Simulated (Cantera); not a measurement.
Feed: 1 mol MgCO3, 0.19 mol SO3, 3.5 mol O2, held at 850 °C.

Equilibrium computed with Cantera from the NASA thermochemical tables; the gas is ideal and each condensed phase is pure. Candidate condensed phases: C, Mg, MgCO3, MgO, MgS, MgSO4, S; 26 gas species. Mutual solubility and eutectic melting of coexisting phases are not modelled. Rates play no part.

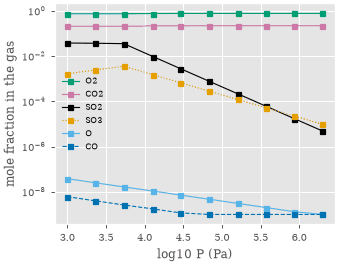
Figure: Equilibrium gas composition (values under 1e-9 drawn at 1e-9)

From 10.0 mbar to 23.0 mbar the condensed part is MgO(s). From 54.0 mbar to 20.0 bar the condensed part is MgO(s) + MgSO4(s).
